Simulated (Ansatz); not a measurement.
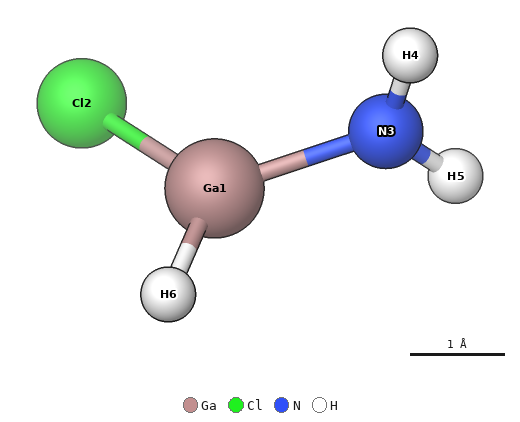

The structure as given in the input (ball-and-stick view, seen at a tilt; atoms are numbered from 1 in the order of the input). Sticks mark near contacts. Bond lengths as drawn: Cl–Ga 2.24 Å, Ga–H 1.57 Å, Ga–N 1.93 Å and H–N 1.06 Å.

**Run report: GaNH3Cl, geometry relaxation**

System: GaNH3Cl.
Method: RKS BLYP-D4/def2-SVP (Ansatz 0.2.0).

It belongs to a series of runs on one base structure; here: start relaxed. Figures and captions count atoms from 1; the log counts them from 0 in places.

### Input
```yaml
crystal:
  periodic: [false, false, false]
  atoms:
    - { symbol: Ga, position_ang: [0.0, 0.0, 0.0] }
    - { symbol: Cl, position_ang: [0.0, 0.0, 2.24] }
    - { symbol: "N", position_ang: [1.6714, 0.0, -0.965] }
    - { symbol: H, position_ang: [2.138, -0.9179, -1.2168] }
    - { symbol: H, position_ang: [2.1227, 0.9179, -1.2432] }
    - { symbol: H, position_ang: [-1.3596, 0.0, -0.785] }
basis:
  gaussian: { orbitals: def2-SVP }
hamiltonian:
  xc: blyp
  dispersion: d4
relax:
  f_tol: 0.02
  max_steps: 40
output:
  orbitals: {}
```

Machine: 1 thread of Arm Neoverse V1, 24 GiB of memory available, shared host.

Command:
```bash
ansatz run input.yaml --threads 1 --pin off --max-ram 2048MiB --backend cpu --events-out ev --progress --plain --runs-dir out
```

### The program's output
```
The last accepted step is kept in [file] (removed where the run ends without a failure and the disk answers)
Engine: ansatz 0.2.0, aarch64-unknown-linux-gnu
Functional definition: BLYP
  parameter beta = 0.0042
  parameter a = 0.04918
  parameter b = 0.132
  parameter c = 0.2533
  parameter d = 0.349
  exchange = b88_x(beta = beta)
  correlation = lyp_c(a = a, b = b, c = c, d = d)
896 factors; their error is unknown
mean field evaluation 1: about -66419.5872 eV, gradient 7.4e1 eV
mean field evaluation 2: about -66343.4303 eV, gradient 1.5e2 eV
mean field evaluation 4: about -66429.3763 eV, gradient 1.9e1 eV
mean field evaluation 8: about -66430.0961 eV, gradient 2.0e-1 eV
mean field evaluation 16: about -66430.0496 eV, gradient 2.0e-4 eV
mean field -66430.04963091 eV, -2441.2592960311 hartree, gradient 4.5e-5 eV, S^2 0.000000; 0 other end points of the search recorded, 0 dependent functions left out
the calculation of the forces begins
reference -66430.04994634 eV, -2441.2593076231 hartree; 29, 29 occupied and 50, 50 virtual orbitals, 896 factors
relax step   1: F+E_penalty+E_count = -66430.27608013 eV  Δ(F+E_penalty+E_count) = +0.000e0 eV  max|allowed force component| = 1.587e0 eV/Å  Δτ_max = 0.0000 Å  (26 SCF iters, accepted)
these checks for a lower state are left out or cut short: starts, cluster_reference, orbital_swaps, neighbouring_geometries, increment
896 factors; their error is unknown
mean field -66430.23166361 eV, -2441.2659856096 hartree, gradient 2.1e-5 eV, S^2 0.000000; 0 other end points of the search recorded, 0 dependent functions left out
[... from here on the field's lines of each further geometry are left out, up to the last ...]
relax step   2: F+E_penalty+E_count = -66430.46258821 eV  Δ(F+E_penalty+E_count) = -1.865e-1 eV  max|allowed force component| = 1.528e0 eV/Å  Δτ_max = 0.1649 Å  (33 SCF iters, accepted)
relax step   3: F+E_penalty+E_count = -66430.42229474 eV  Δ(F+E_penalty+E_count) = +4.029e-2 eV  max|allowed force component| = 2.750e0 eV/Å  Δτ_max = 0.1927 Å  (34 SCF iters, rejected (line search))
relax step   4: F+E_penalty+E_count = -66430.57942329 eV  Δ(F+E_penalty+E_count) = -1.168e-1 eV  max|allowed force component| = 7.622e-1 eV/Å  Δτ_max = 0.0935 Å  (29 SCF iters, accepted)
relax step   5: F+E_penalty+E_count = -66430.60704303 eV  Δ(F+E_penalty+E_count) = -2.762e-2 eV  max|allowed force component| = 2.372e-1 eV/Å  Δτ_max = 0.1000 Å  (28 SCF iters, accepted)
relax step   6: F+E_penalty+E_count = -66430.63925035 eV  Δ(F+E_penalty+E_count) = -3.221e-2 eV  max|allowed force component| = 4.387e-1 eV/Å  Δτ_max = 0.1500 Å  (27 SCF iters, accepted)
relax step   7: F+E_penalty+E_count = -66430.67787746 eV  Δ(F+E_penalty+E_count) = -3.863e-2 eV  max|allowed force component| = 1.058e0 eV/Å  Δτ_max = 0.1955 Å  (34 SCF iters, accepted)
relax step   8: F+E_penalty+E_count = -66430.76148100 eV  Δ(F+E_penalty+E_count) = -8.360e-2 eV  max|allowed force component| = 1.098e0 eV/Å  Δτ_max = 0.1949 Å  (35 SCF iters, accepted)
relax step   9: F+E_penalty+E_count = -66430.84017665 eV  Δ(F+E_penalty+E_count) = -7.870e-2 eV  max|allowed force component| = 7.154e-1 eV/Å  Δτ_max = 0.1236 Å  (28 SCF iters, accepted)
relax step  10: F+E_penalty+E_count = -66430.92535178 eV  Δ(F+E_penalty+E_count) = -8.518e-2 eV  max|allowed force component| = 3.820e-1 eV/Å  Δτ_max = 0.2000 Å  (33 SCF iters, accepted)
relax step  11: F+E_penalty+E_count = -66430.96310924 eV  Δ(F+E_penalty+E_count) = -3.776e-2 eV  max|allowed force component| = 4.966e-1 eV/Å  Δτ_max = 0.2000 Å  (31 SCF iters, accepted)
relax step  12: F+E_penalty+E_count = -66430.96085184 eV  Δ(F+E_penalty+E_count) = +2.257e-3 eV  max|allowed force component| = 4.299e-1 eV/Å  Δτ_max = 0.0398 Å  (26 SCF iters, rejected (line search))
relax step  13: F+E_penalty+E_count = -66430.96758112 eV  Δ(F+E_penalty+E_count) = -4.472e-3 eV  max|allowed force component| = 3.293e-1 eV/Å  Δτ_max = 0.0194 Å  (28 SCF iters, accepted)
relax step  14: F+E_penalty+E_count = -66430.96926915 eV  Δ(F+E_penalty+E_count) = -1.688e-3 eV  max|allowed force component| = 5.535e-2 eV/Å  Δτ_max = 0.0501 Å  (26 SCF iters, accepted)
relax step  15: F+E_penalty+E_count = -66430.97080741 eV  Δ(F+E_penalty+E_count) = -1.538e-3 eV  max|allowed force component| = 4.071e-2 eV/Å  Δτ_max = 0.0316 Å  (27 SCF iters, accepted)
the calculation of the forces begins
reference -66430.73175495 eV, -2441.2843636270 hartree; 29, 29 occupied and 50, 50 virtual orbitals, 896 factors
relax step  16: F+E_penalty+E_count = -66430.97103632 eV  Δ(F+E_penalty+E_count) = -2.289e-4 eV  max|allowed force component| = 1.974e-2 eV/Å  Δτ_max = 0.0145 Å  (27 SCF iters, accepted)
```

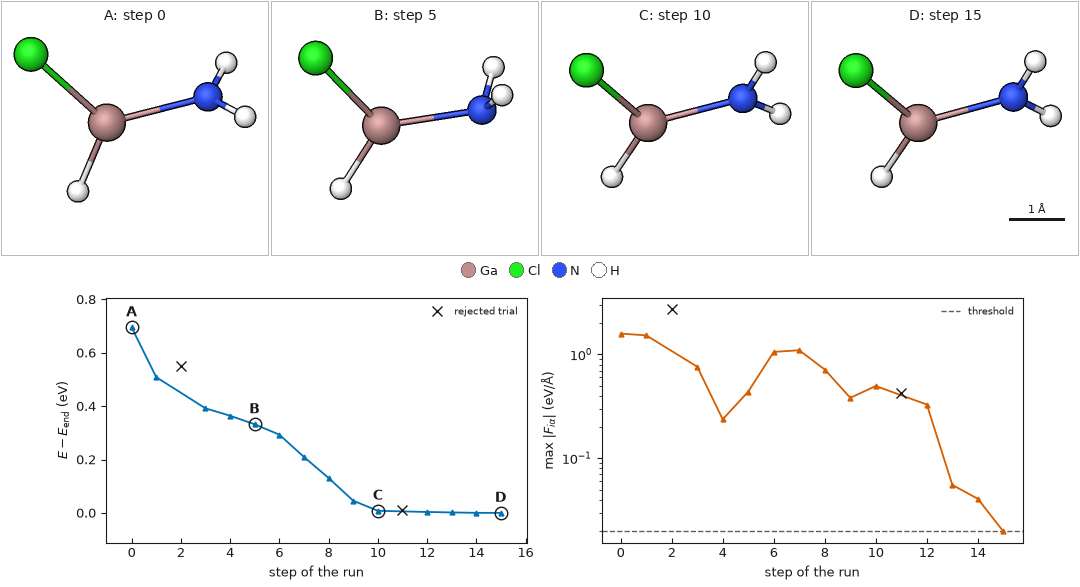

Frames of the relaxation (ball-and-stick view, seen at a tilt) above the curves, on which the letters mark them (the first geometry is step 0 here and step 1 in the log).

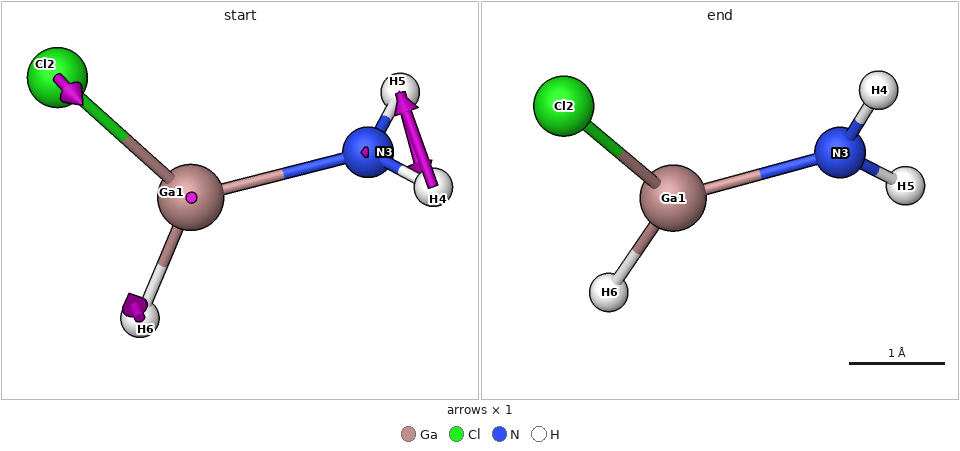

Before (left) and after (right) the relaxation, at one scale (ball-and-stick view, seen at a tilt). The pink arrows give the displacements, at true length. The energy falls by 0.695 eV in 15 geometry steps. Largest force component: 1.6 eV/Å at the start, 0.02 eV/Å at the end. The line search rejected the trial steps at points 2, 11 (counted from 0) and went back. H4 moves most after the best rigid fit: 1.09 Å. Largest moves by element: H 1.09 Å, Cl 0.51 Å, N 0.09 Å, Ga 0.09 Å. Among the contacts that change: Ga1–N3 1.930 → 1.822 Å, Ga1–Cl2 2.240 → 2.186 Å, N3–H4 1.060 → 1.022 Å, Ga1–H6 1.570 → 1.560 Å. Among the angles that change: H4–N3–H5 120.0° → 112.4°, Cl2–Ga1–N3 120.0° → 113.6°, N3–Ga1–H6 120.0° → 125.4°. (Atoms are counted from 1 in the order of the input.)

```
896 factors; their error is unknown
mean field -66430.73144654 eV, -2441.2843522932 hartree, gradient 1.5e-5 eV, S^2 0.000000; 1 other end points of the search recorded, 0 dependent functions left out
the calculation of the forces begins
reference -66430.73175495 eV, -2441.2843636270 hartree; 29, 29 occupied and 50, 50 virtual orbitals, 896 factors
Total energy: -66430.97134473 eV, -2441.2931683890 hartree
Atom 0 at    -0.006311     0.045003    -0.065599 Å, force    -0.006723     0.013347    -0.012142 eV/Å
Atom 1 at     0.079268    -0.598714     2.021737 Å, force     0.004327    -0.002032    -0.004893 eV/Å
Atom 2 at     1.613168     0.033560    -0.899402 Å, force     0.011355    -0.009149     0.019735 eV/Å
Atom 3 at     2.476798    -0.252488    -0.433094 Å, force    -0.000196     0.001224    -0.002901 eV/Å
Atom 4 at     1.766343     0.303378    -1.872992 Å, force    -0.009020     0.000734    -0.002656 eV/Å
Atom 5 at    -1.356766     0.469261    -0.720650 Å, force     0.000256    -0.004125     0.002857 eV/Å
Dipole moment:     0.230048     0.107576    -0.487626 e Å
```

### Trajectory as extended XYZ (Å, eV, eV/Å), 16 frames, from step=1 to step=16
```
6
Properties=species:S:1:pos:R:3:forces:R:3 step=1 energy=-66430.27608
Ga    0.0000    0.0000    0.0000    1.2615   0.0041  -0.3444
Cl    0.0000    0.0000    2.2400    0.0021  -0.0060  -0.6605
N     1.6714    0.0000   -0.9650   -0.5310  -0.0084   0.2423
H     2.1380   -0.9179   -1.2168   -0.3130   1.5871   0.2716
H     2.1227    0.9179   -1.2432   -0.2982  -1.5822   0.3003
H    -1.3596    0.0000   -0.7850   -0.1214   0.0053   0.1907
6
Properties=species:S:1:pos:R:3:forces:R:3 step=2 energy=-66430.46259
Ga   -0.0071    0.0000   -0.0855    0.2508   0.0305  -0.1649
Cl    0.0706   -0.0114    2.1155    0.0363  -0.0192  -0.0264
N     1.5818   -0.0034   -1.0889    1.2254  -0.3097  -0.2737
H     2.2159   -0.8726   -1.0786   -0.9868   1.5275   0.1907
H     2.1806    0.8746   -1.1422   -0.7497  -1.2317   0.2470
H    -1.4693    0.0127   -0.6904    0.2240   0.0027   0.0274
6
Properties=species:S:1:pos:R:3:forces:R:3 step=3 energy=-66430.42229 accepted=F
Ga    0.0260    0.0019   -0.1239   -0.3945   0.0568   0.0808
Cl    0.1468   -0.0338    2.0726    0.0702  -0.0310   0.0027
N     1.5521   -0.0201   -1.1818   -2.7497  -0.1545  -0.9706
H     2.1598   -0.7409   -0.9496    1.6474  -2.4874   0.6866
H     2.1196    0.7632   -1.0794    1.3838   2.6045   0.1869
H    -1.4318    0.0297   -0.7079    0.0428   0.0115   0.0136
6
Properties=species:S:1:pos:R:3:forces:R:3 step=4 energy=-66430.57942
Ga    0.0151    0.0040   -0.1030   -0.1143   0.0146  -0.0042
Cl    0.0976   -0.0206    2.0984    0.0952  -0.0174  -0.0309
N     1.5485   -0.0123   -1.1758    0.7622  -0.2150  -0.0162
H     2.1978   -0.8169   -1.0064   -0.4845   0.4461   0.0184
H     2.1582    0.8273   -1.0945   -0.3380  -0.2414   0.0427
H    -1.4447    0.0185   -0.6887    0.0795   0.0132  -0.0097
6
Properties=species:S:1:pos:R:3:forces:R:3 step=5 energy=-66430.60704
Ga    0.0095    0.0232   -0.1182    0.0299  -0.0695  -0.0338
Cl    0.1437   -0.0639    2.0802    0.0520  -0.0209  -0.0567
N     1.5520   -0.0379   -1.1927    0.1755  -0.0964   0.1081
H     2.1983   -0.7991   -0.9080   -0.1542   0.2372   0.0256
H     2.1117    0.8305   -1.1253   -0.0913  -0.1134  -0.0369
H    -1.4427    0.0471   -0.7059   -0.0119   0.0631  -0.0062
6
Properties=species:S:1:pos:R:3:forces:R:3 step=6 energy=-66430.63925
Ga    0.0025    0.0306   -0.1323    0.1047  -0.0712  -0.0431
Cl    0.1780   -0.1381    2.0601    0.0123  -0.0504  -0.0898
N     1.5583   -0.0830   -1.1922    0.1733  -0.1342   0.3454
H     2.2343   -0.7565   -0.7688   -0.2137   0.4387  -0.1199
H     2.0487    0.8321   -1.2225   -0.0722  -0.2684  -0.0937
H    -1.4492    0.1150   -0.7144   -0.0044   0.0855   0.0011
6
Properties=species:S:1:pos:R:3:forces:R:3 step=7 energy=-66430.67788
Ga   -0.0057    0.0268   -0.1406    0.1278  -0.0329  -0.0375
Cl    0.1999   -0.2399    2.0405   -0.0318  -0.0778  -0.1278
N     1.5656   -0.1462   -1.1678    0.7528   0.3491   0.6340
H     2.2962   -0.6711   -0.6042   -0.6229   0.7553  -0.5734
H     1.9691    0.8125   -1.3775   -0.3019  -1.0576   0.0810
H    -1.4527    0.2179   -0.7205    0.0759   0.0638   0.0238
6
Properties=species:S:1:pos:R:3:forces:R:3 step=8 energy=-66430.76148
Ga   -0.0013    0.0533   -0.1261    0.1692  -0.1763  -0.0314
Cl    0.1836   -0.3553    2.0343   -0.0290  -0.0344  -0.1625
N     1.5712   -0.1954   -1.1279    0.7380   0.7957   0.5615
H     2.3450   -0.5323   -0.4905   -0.6259   0.4199  -0.6352
H     1.9033    0.7262   -1.5394   -0.2961  -1.0978   0.2515
H    -1.4293    0.3035   -0.7204    0.0439   0.0929   0.0161
6
Properties=species:S:1:pos:R:3:forces:R:3 step=9 energy=-66430.84018
Ga   -0.0282    0.0449   -0.1332    0.2487  -0.0597  -0.1741
Cl    0.2301   -0.4187    1.9802   -0.1155  -0.1125   0.2326
N     1.5739   -0.1999   -1.0518    0.3631   0.7148   0.0328
H     2.3677   -0.4338   -0.4209   -0.3641   0.1391  -0.2596
H     1.8643    0.6353   -1.6134   -0.1811  -0.7154   0.1552
H    -1.4354    0.3723   -0.7309    0.0489   0.0337   0.0131
6
Properties=species:S:1:pos:R:3:forces:R:3 step=10 energy=-66430.92535
Ga   -0.0161    0.0500   -0.1055    0.1638  -0.0036  -0.1429
Cl    0.1731   -0.5109    1.9958   -0.0554  -0.0684   0.0988
N     1.5871   -0.1515   -0.9983   -0.0441   0.3723  -0.0532
H     2.3945   -0.3175   -0.3837    0.0162   0.0617  -0.1547
H     1.8347    0.5040   -1.7614   -0.0745  -0.3820   0.2578
H    -1.4007    0.4259   -0.7169   -0.0060   0.0200  -0.0058
6
Properties=species:S:1:pos:R:3:forces:R:3 step=11 energy=-66430.96311
Ga   -0.0104    0.0499   -0.0670   -0.1075  -0.0142   0.1116
Cl    0.0897   -0.5817    2.0158   -0.0124  -0.0389   0.1072
N     1.5947    0.0025   -0.8985    0.4966   0.0948  -0.4624
H     2.4718   -0.2621   -0.4439   -0.0570  -0.0248   0.1301
H     1.7787    0.3355   -1.8535   -0.1731  -0.0690   0.1753
H    -1.3520    0.4558   -0.7228   -0.1466   0.0522  -0.0618
6
Properties=species:S:1:pos:R:3:forces:R:3 step=12 energy=-66430.96085 accepted=F
Ga    0.0068    0.0429   -0.0587   -0.4299   0.1551  -0.2835
Cl    0.0945   -0.5960    2.0127    0.0002  -0.0704   0.2181
N     1.6159    0.0309   -0.8976   -0.1798  -0.0065   0.1110
H     2.4651   -0.2655   -0.4208    0.2191  -0.0068  -0.0643
H     1.7450    0.3181   -1.8654    0.1620   0.0041  -0.1259
H    -1.3548    0.4697   -0.7401    0.2284  -0.0755   0.1447
6
Properties=species:S:1:pos:R:3:forces:R:3 step=13 energy=-66430.96758
Ga   -0.0163    0.0493   -0.0614    0.3293  -0.0072  -0.1778
Cl    0.0848   -0.5856    2.0222   -0.0069  -0.0257   0.0621
N     1.6108    0.0050   -0.9090   -0.2390  -0.0250   0.2293
H     2.4786   -0.2628   -0.4401   -0.0104  -0.0002   0.0461
H     1.7772    0.3343   -1.8587   -0.0217   0.0360  -0.1415
H    -1.3626    0.4598   -0.7230   -0.0513   0.0221  -0.0182
6
Properties=species:S:1:pos:R:3:forces:R:3 step=14 energy=-66430.96927
Ga    0.0036    0.0417   -0.0488   -0.0101   0.0079  -0.0387
Cl    0.0473   -0.6000    2.0394    0.0271   0.0012  -0.0150
N     1.6178    0.0361   -0.8943    0.0168   0.0076  -0.0447
H     2.4978   -0.2501   -0.4605   -0.0110  -0.0035   0.0275
H     1.7392    0.3056   -1.8743   -0.0075  -0.0144   0.0553
H    -1.3332    0.4668   -0.7315   -0.0153   0.0011   0.0155
6
Properties=species:S:1:pos:R:3:forces:R:3 step=15 energy=-66430.97081
Ga   -0.0059    0.0466   -0.0617    0.0407   0.0034  -0.0369
Cl    0.0747   -0.5962    2.0239    0.0012  -0.0082   0.0213
N     1.6130    0.0191   -0.9000   -0.0056  -0.0025   0.0317
H     2.4855   -0.2508   -0.4392   -0.0402   0.0086  -0.0060
H     1.7576    0.3132   -1.8677    0.0094  -0.0022  -0.0137
H    -1.3525    0.4681   -0.7254   -0.0055   0.0009   0.0036
6
Properties=species:S:1:pos:R:3:forces:R:3 step=16 energy=-66430.97104
Ga   -0.0063    0.0450   -0.0656   -0.0067   0.0133  -0.0121
Cl    0.0793   -0.5987    2.0217    0.0043  -0.0020  -0.0049
N     1.6132    0.0336   -0.8994    0.0114  -0.0091   0.0197
H     2.4768   -0.2525   -0.4331   -0.0002   0.0012  -0.0029
H     1.7663    0.3034   -1.8730   -0.0090   0.0007  -0.0027
H    -1.3568    0.4693   -0.7207    0.0003  -0.0041   0.0029
```

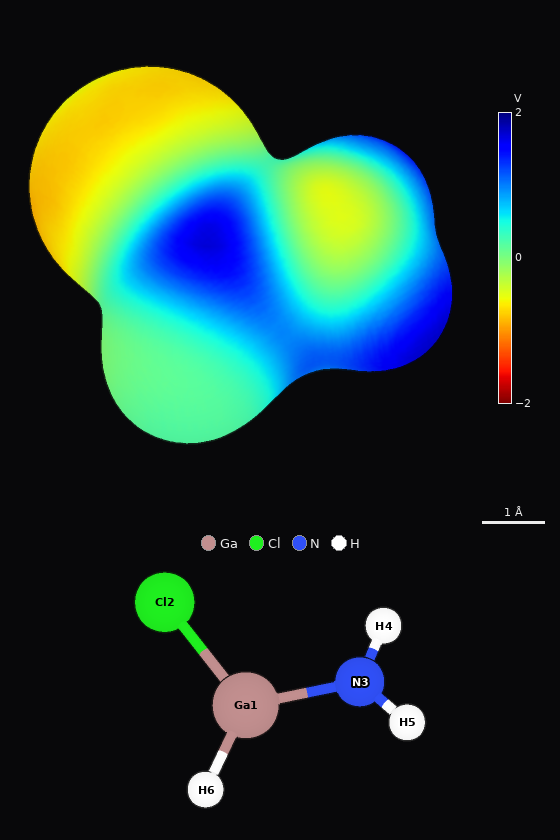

The molecular electrostatic potential painted on the density surface at 0.002 e/bohr³, seen at a tilt; the colour scale runs from red (negative) to blue (positive). The bare structure is drawn below in the same view. A positive charge is drawn to the negative regions and a negative charge to the positive ones.

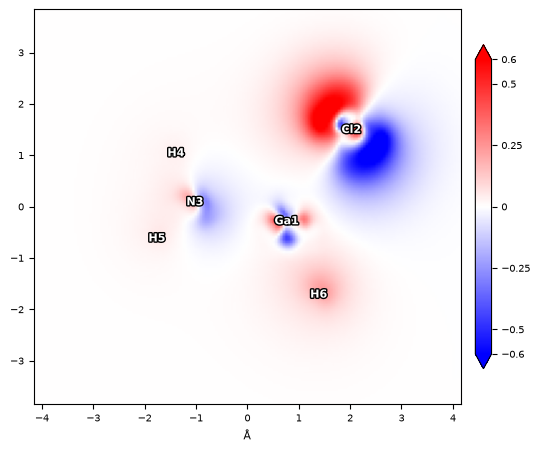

One frontier orbital on the molecular plane (values in Å⁻³ᐟ²; the overall sign is arbitrary). The HOMO−1, at −6.72 eV.

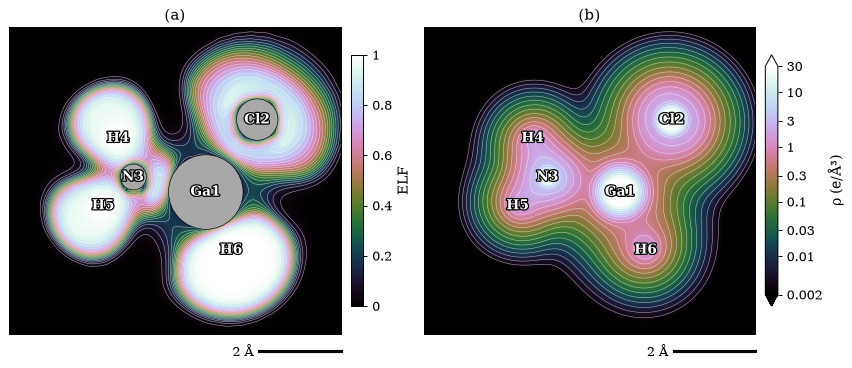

(a) ELF; (b) total electron density on the molecular plane. Grey discs, where drawn, cover atomic cores. Ga–H (1.56 Å): ρ is about 0.99 e/Å³ halfway, with its minimum of 0.77 e/Å³ about 0.9 Å from Ga; the ELF climbs to about 1 towards the hydrogen.

### Results in brief

- outcome: converged
- total energy: −66430.9713 eV
- mean-field energy: −66430.7318 eV
- largest force (length of the vector) at the end: 0.025 eV/Å
- wall time: 42 s
- peak memory: 0.14 GiB
